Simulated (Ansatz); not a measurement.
2H MoS₂, treated with PBEsol-D3(BJ) (PAW; Ansatz, an electronic-structure program).

Settings: plane-wave cutoff 520 eV, 12×12×4 k mesh (along the axes of the cell as run), Fermi–Dirac smearing 0.01 eV, no spin polarisation, scalar-relativistic PAW data made under PBE.

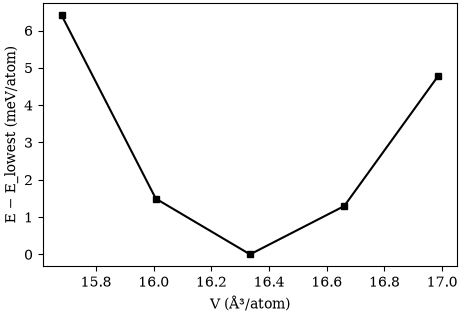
Fig. 1. Total energy against volume

From the curve, estimate the equilibrium volume and the bulk modulus.

V0 ≈ 16.3 Å³/atom and B0 ≈ 68 GPa; the fit gives V0 = 16.334 Å³/atom, B0 = 67.9 GPa, B′ = 9.9.

Shape and atoms are relaxed at each volume.

Measured, for comparison: bulk modulus 53.4 ± 1 GPa (room temperature, no zero-point or thermal correction; as tabulated in Equation of State Measurement of Molybdenum Disulfide, J. Phys. Chem. Solids 67 …). Computed (rounded) less measured: bulk modulus +27 %.

Note: the bulk modulus comes from volumes at which shape and atoms were relaxed.

Computed values are for the static lattice.
